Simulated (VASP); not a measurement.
Band structure of VO₂ (space group P2/m). Level of theory: PBEsol GGA, VASP's PBE PAW potentials (set 64) (plane waves; VASP 6.6.1).

The moments were started parallel, and other spin orders were not tried in this run.

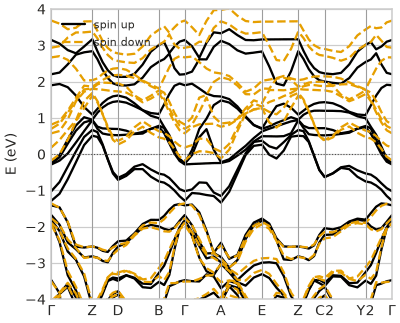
Figure: Bands along high-symmetry lines, zero at the valence-band maximum or, without a gap, the Fermi level

Problem. Read the plot: is there a gap, and where are the band edges?

Solution. It has no gap at this level: it comes out as a metal or semimetal.

The structure comes from a measured VO2 entry of the Crystallography Open Database, whose conditions weren't checked. The cell was not relaxed at this level. The k-mesh is coarse (spacing up to 0.43 per Å, 2π included), so the numbers may not be converged in it.
